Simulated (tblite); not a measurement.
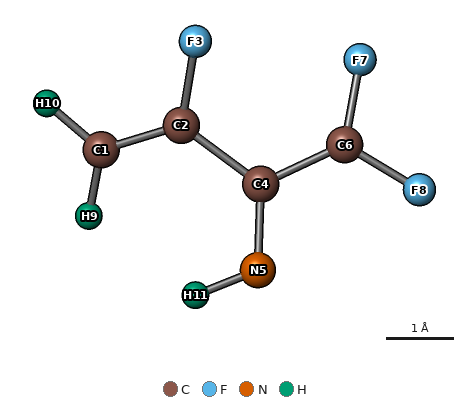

*The structure (ball-and-stick view, seen on its broad side; atoms are numbered from 1 in the order of the input).*

Frequency calculation, with input and output: C4H3F3N

- system: C4H3F3N, multiplicity 2
- method: GFN2-xTB harmonic vibrations, gas phase (tblite 0.8.0)

It belongs to a series of runs on one base structure; here: H removed from sp3 C.

**The program's output**
```
mode    cm-1     km/mol
  1      45.5      2.52
  2      97.2      0.27
  3     153.0      0.08
  4     262.3      8.14
  5     274.0      6.00
  6     340.0      0.65
  7     361.5      2.73
  8     409.5     11.57
  9     509.0     22.26
 10     554.3      4.27
 11     626.5     17.56
 12     693.0     43.39
 13     716.3     30.48
 14     733.1     23.43
 15     882.9     40.01
 16     913.0     12.15
 17     967.8     86.28
 18    1183.4    177.89
 19    1226.3    146.17
 20    1262.5    189.76
 21    1358.7      5.27
 22    1451.3     74.90
 23    1505.7    130.52
 24    1679.2     62.69
 25    3135.4      0.76
 26    3172.6      3.46
 27    3388.2      2.86
```

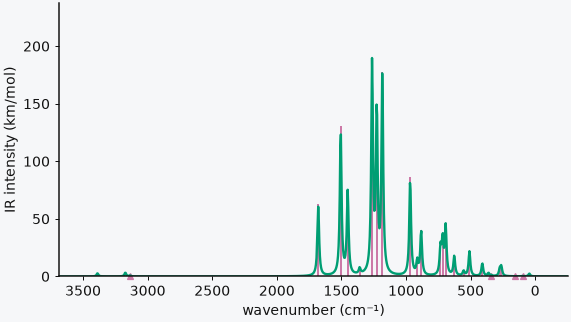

*Harmonic infrared spectrum, unscaled: sticks (degenerate modes added up, dark ones marked on the axis) with a Lorentzian envelope of 16 cm⁻¹ full width, scaled to the tallest stick.*

27 modes from 46 to 3388 cm⁻¹, none imaginary. The strongest line is at 1262 cm⁻¹ (190 km/mol).

This output came from the following input.

**The input**
```
{"job": {"kind": "ir", "xc": "GFN2-xTB", "basis": "xTB"}, "charge": 0, "multiplicity": 2}
C      1.734510    -0.296339    -0.861072
C      0.550134    -0.614216    -0.360625
F      0.224877    -1.909170    -0.176379
C     -0.495978     0.355675     0.051850
N     -0.263225     1.574879     0.440097
C     -1.827746    -0.064409     0.021923
F     -2.253733    -1.234405    -0.404033
F     -2.836742     0.700976     0.369264
H      2.007949     0.727432    -1.035280
H      2.444429    -1.057870    -1.126700
H      0.720949     1.820117     0.463183
```

The first line tells a small driver script what to run in tblite; the rest is the geometry in Å.

Launch command:
```bash
OMP_NUM_THREADS=1 python <driver script> task.json out
```

**Key numbers**

```json
{"quantity": "outcome", "value": "converged"}
{"quantity": "total energy", "value": "−737.2035 eV"}
{"quantity": "zero-point energy", "value": "39.8880 kcal/mol"}
{"quantity": "hardware", "value": "1 CPU thread, shared host"}
{"quantity": "peak memory", "value": "0.18 GiB"}
```
